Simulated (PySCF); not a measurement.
# r2SCAN/6-31G(d) (spherical functions) run of C4H8 (isobutene)

Aim: the energy change on altering one bond length of C4H8 (isobutene) at r2SCAN/6-31G* (spherical functions), from 2 runs. Input form: a Python script.

Program for the calculation: PySCF 2.14.0.

4 further runs of the same task are left out: 4 set aside as unsound or not needed. Runs told in other sessions of the task aren't counted.

## 1. The structure to begin with

C4H8 has 12 atoms, charge 0, and is taken as a singlet. As SMILES, `C=C(C)C`. The shape is that of a GFN2-xTB optimisation.

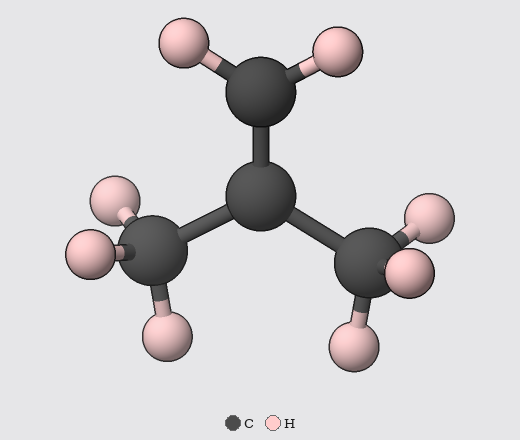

The structure, seen from a chosen angle (carbon dark grey, hydrogen pink).

## 2. The energy at r2SCAN/6-31G(d) (spherical functions)

job.py reads:

```python
from pyscf import gto, dft

mol = gto.Mole()
mol.atom = '''
C       -0.897590       1.187450      -0.263890
C       -0.109400       0.148820      -0.032560
C        0.186100      -0.304240       1.370920
C        0.515320      -0.619420      -1.165240
H       -1.120920       1.520010      -1.263300
H       -1.354680       1.743190       0.537140
H       -0.732760      -0.600390       1.874810
H        0.630330       0.506570       1.946890
H        0.870360      -1.148440       1.382230
H       -0.255610      -1.048820      -1.803670
H        1.122810       0.040790      -1.782470
H        1.146060      -1.425510      -0.800870
'''
mol.max_memory = 1860
mol.verbose = 4
mol.spin = 0
mol.basis = '6-31g*'
mol.build()

ks = dft.RKS(mol, xc='r2scan')
ks.conv_tol = 1e-10
ks.grids.level = 5
ks.kernel()
if not ks.converged:
    ks = ks.newton().run(ks.mo_coeff, ks.mo_occ)

etot = ks.e_tot
print(f'total energy: {etot:.8f} hartree')
```

Command:

```sh
$ OMP_NUM_THREADS=1 python job.py
```

What it wrote:

```text
PySCF version 2.14.0

[INPUT] num. atoms = 12
[INPUT] num. electrons = 32
[INPUT] charge = 0
[INPUT] spin (= nelec alpha-beta = 2S) = 0
[INPUT] symmetry False subgroup None
[INPUT] Mole.unit = angstrom
[INPUT] Symbol           X                Y                Z      unit          X                Y                Z       unit  Magmom
[INPUT]  1 C     -0.897590000000   1.187450000000  -0.263890000000 AA   -1.696199272148   2.243955286615  -0.498679827011 Bohr   0.0
[INPUT]  2 C     -0.109400000000   0.148820000000  -0.032560000000 AA   -0.206736038027   0.281229041858  -0.061529482616 Bohr   0.0
[INPUT]  3 C      0.186100000000  -0.304240000000   1.370920000000 AA    0.351678031782  -0.574930276138   2.590663338689 Bohr   0.0
[INPUT]  4 C      0.515320000000  -0.619420000000  -1.165240000000 AA    0.973813666511  -1.170534156078  -2.201984469388 Bohr   0.0
[INPUT]  5 H     -1.120920000000   1.520010000000  -1.263300000000 AA   -2.118231807547   2.872402606600  -2.387291013163 Bohr   0.0
[INPUT]  6 H     -1.354680000000   1.743190000000   0.537140000000 AA   -2.559974186426   3.294151683081   1.015047490549 Bohr   0.0
[INPUT]  7 H     -0.732760000000  -0.600390000000   1.874810000000 AA   -1.384715715036  -1.134572667928   3.542877435596 Bohr   0.0
[INPUT]  8 H      0.630330000000   0.506570000000   1.946890000000 AA    1.191151068097   0.957278562921   3.679088894654 Bohr   0.0
[INPUT]  9 H      0.870360000000  -1.148440000000   1.382230000000 AA    1.644742029776  -2.170237070495   2.612036141158 Bohr   0.0
[INPUT] 10 H     -0.255610000000  -1.048820000000  -1.803670000000 AA   -0.483032894700  -1.981982553966  -3.408442319094 Bohr   0.0
[INPUT] 11 H      1.122810000000   0.040790000000  -1.782470000000 AA    2.121803389923   0.077081928621  -3.368380125253 Bohr   0.0
[INPUT] 12 H      1.146060000000  -1.425510000000  -0.800870000000 AA    2.165739522319  -2.693823487829  -1.513424961380 Bohr   0.0

nuclear repulsion = 120.128337455195
number of shells = 40
number of NR pGTOs = 140
number of NR cGTOs = 72
basis = 6-31g*
ecp = {}

******** <class 'pyscf.dft.rks.RKS'> ********
method = RKS
initial guess = minao
damping factor = 0
level_shift factor = 0
DIIS = <class 'pyscf.scf.diis.CDIIS'>
diis_start_cycle = 1
diis_space = 8
diis_damp = 0
SCF conv_tol = 1e-10
SCF conv_tol_grad = None
SCF max_cycles = 50
direct_scf = True
direct_scf_tol = 1e-13
XC library pyscf.dft.libxc version 7.0.0
    S. Lehtola, C. Steigemann, M. J.T. Oliveira, and M. A.L. Marques.,  SoftwareX 7, 1–5 (2018)
XC functionals = r2scan
    J. W. Furness, A. D. Kaplan, J. Ning, J. P. Perdew, and J. Sun.,  J. Phys. Chem. Lett. 11, 8208-8215 (2020)
    J. W. Furness, A. D. Kaplan, J. Ning, J. P. Perdew, and J. Sun.,  J. Phys. Chem. Lett. 11, 9248-9248 (2020)
    J. W. Furness, A. D. Kaplan, J. Ning, J. P. Perdew, and J. Sun.,  J. Phys. Chem. Lett. 11, 8208-8215 (2020)
    J. W. Furness, A. D. Kaplan, J. Ning, J. P. Perdew, and J. Sun.,  J. Phys. Chem. Lett. 11, 9248-9248 (2020)
radial grids:
    Treutler-Ahlrichs [JCP 102, 346 (1995); DOI:10.1063/1.469408] (M4) radial grids

becke partition: Becke, JCP 88, 2547 (1988); DOI:10.1063/1.454033
pruning grids: <function nwchem_prune>
grids dens level: 5
symmetrized grids: False
atomic radii adjust function: <function treutler_atomic_radii_adjust>
small_rho_cutoff = 0
Set gradient conv threshold to 1e-05
Initial guess from minao.
tot grids = 360232
init E= -157.167256052625
  HOMO = -0.306330579701884  LUMO = -0.0870668267261281  gap/eV = 5.96647
cycle= 1 E= -157.034485147724  delta_E= 0.133  |g|= 0.481  |ddm|= 2.92
  HOMO = -0.12445907235749  LUMO = 0.0683879731622912  gap/eV = 5.24764
cycle= 2 E= -157.009564257156  delta_E= 0.0249  |g|= 0.565  |ddm|= 1.11
  HOMO = -0.208288498852804  LUMO = -0.00127943502896644  gap/eV = 5.63300
cycle= 3 E= -157.099608197255  delta_E= -0.09  |g|= 0.0319  |ddm|= 0.651
  HOMO = -0.206495264673915  LUMO = -0.000436837904971288  gap/eV = 5.60714
cycle= 4 E= -157.099579944942  delta_E= 2.83e-05  |g|= 0.0349  |ddm|= 0.0655
  HOMO = -0.206669160173779  LUMO = 7.28793039881381e-05  gap/eV = 5.62574
cycle= 5 E= -157.099921154017  delta_E= -0.000341  |g|= 0.00359  |ddm|= 0.035
  HOMO = -0.207241548288867  LUMO = -0.000561363319000474  gap/eV = 5.62405
cycle= 6 E= -157.099924053641  delta_E= -2.9e-06  |g|= 0.00138  |ddm|= 0.00502
  HOMO = -0.207148245336523  LUMO = -0.000488626759659994  gap/eV = 5.62349
cycle= 7 E= -157.099924507321  delta_E= -4.54e-07  |g|= 0.000199  |ddm|= 0.00125
  HOMO = -0.207194438709259  LUMO = -0.000525668071309049  gap/eV = 5.62374
cycle= 8 E= -157.09992451769  delta_E= -1.04e-08  |g|= 3.7e-05  |ddm|= 0.000286
  HOMO = -0.207197497410758  LUMO = -0.000529122925534864  gap/eV = 5.62373
cycle= 9 E= -157.099924518086  delta_E= -3.96e-10  |g|= 5.51e-06  |ddm|= 5.36e-05
  HOMO = -0.207197756839612  LUMO = -0.000529271605207438  gap/eV = 5.62374
cycle= 10 E= -157.099924518096  delta_E= -9.83e-12  |g|= 7.88e-07  |ddm|= 1.11e-05
  HOMO = -0.207197543687699  LUMO = -0.000529099232334129  gap/eV = 5.62373
Extra cycle  E= -157.099924518096  delta_E=    0  |g|= 1.21e-06  |ddm|= 3.12e-06
converged SCF energy = -157.099924518096
total energy: -157.09992452 hartree
```

Run time: 35 s. Hardware: 1 thread of Arm Neoverse V1, shared host; peak memory 0.4 GiB.

## 3. The distorted shape, same level

input.xyz reads:

```xyz
12
C4H8
C     -1.085001     1.417916     0.075905
C     -0.296811     0.379286     0.307235
C     -0.001311    -0.073774     1.710715
C      0.515320    -0.619420    -1.165240
H     -1.308331     1.750476    -0.923505
H     -1.542091     1.973656     0.876935
H     -0.920171    -0.369924     2.214605
H      0.442919     0.737036     2.286685
H      0.682949    -0.917974     1.722025
H     -0.255610    -1.048820    -1.803670
H      1.122810     0.040790    -1.782470
H      1.146060    -1.425510    -0.800870
```

input.py reads:

```python
from pyscf import gto, dft

mol = gto.Mole()
mol.atom = 'input.xyz'
mol.verbose = 3
mol.basis = '6-31g*'
mol.charge = 0
mol.spin = 0
mol.max_memory = 1860
mol.build()

mf = dft.RKS(mol)
mf.xc = 'r2scan'
mf.conv_tol = 1e-10
mf.grids.level = 5
mf.kernel()
if not mf.converged:
    mf = mf.newton().run(mf.mo_coeff, mf.mo_occ)

e_final = mf.e_tot
print(f'total energy: {e_final:.8f} hartree')
```

Command:

```sh
$ OMP_NUM_THREADS=1 python input.py
```

What it wrote:

```text
converged SCF energy = -157.04921306015
total energy: -157.04921306 hartree
```

Wall time 35 s (1 thread of Arm Neoverse V1, shared host); peak memory 0.4 GiB.

## 4. What came out

Level: r2SCAN/6-31G* (spherical functions).

| quantity | value |
| --- | --- |
| first shape: total energy | -157.09992 Eh |
| first shape: dipole moment | 0.50 D |
| first shape: HOMO energy | -5.64 eV |
| first shape: LUMO energy | -0.01 eV |
| first shape: HOMO–LUMO gap | 5.62 eV |
| distorted shape: total energy | -157.04921 Eh |
| distorted shape: dipole moment | 0.41 D |
| distorted shape: HOMO energy | -5.95 eV |
| distorted shape: LUMO energy | 0.04 eV |
| distorted shape: HOMO–LUMO gap | 5.99 eV |
| energy change with the C2–C4 bond stretched from 1.504 to 1.956 Å | 1.380 eV |

What this shows: With the C2–C4 bond stretched from 1.504 to 1.956 Å the energy rises by 1.38 eV (133 kJ/mol). The first shape isn't relaxed at this level, so the change isn't measured from a minimum. Mulliken charges (first shape) run from -0.59 on C3 to +0.20 on H7. Mulliken charges (distorted shape) run from -0.59 on C4 to +0.20 on H7.
